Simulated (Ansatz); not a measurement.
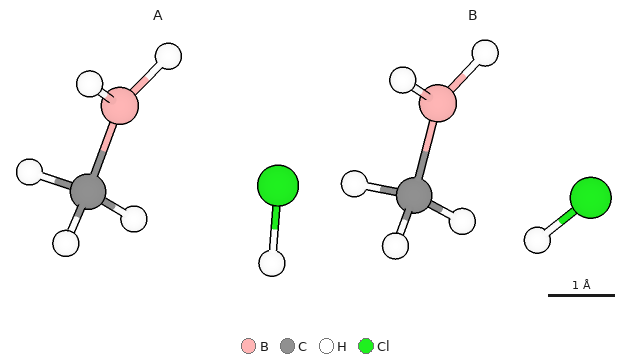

Two geometries of CH6BCl, drawn at one scale. One is the start of a relaxation, the other its converged end. Style: ball-and-stick. Shown at a tilt.

The calculation used RKS B3LYP/6-31G* in Ansatz. (no spin polarisation; force threshold 0.03 eV/Å; at most 50 steps)

> Which geometry has the lower energy?

Structure A is the relaxed one. The run prepares an end point of a later path (reaction) calculation, from a guessed geometry. Over 10 geometry steps the energy falls by 0.093 eV. The largest force component goes from 0.94 to 0.03 eV/Å. The largest move after the best rigid fit is that of an H atom, 0.94 Å. By element the largest moves are H 0.94 Å, Cl 0.21 Å, C 0.21 Å, B 0.07 Å. Among the contacts that change: Cl–H 1.336 → 1.290 Å, B–C 1.588 → 1.565 Å.

Limits of the set-up: the start holds two separate molecules, 2.2 Å apart at their closest, whose relative position is a soft coordinate and is computed without a dispersion correction.
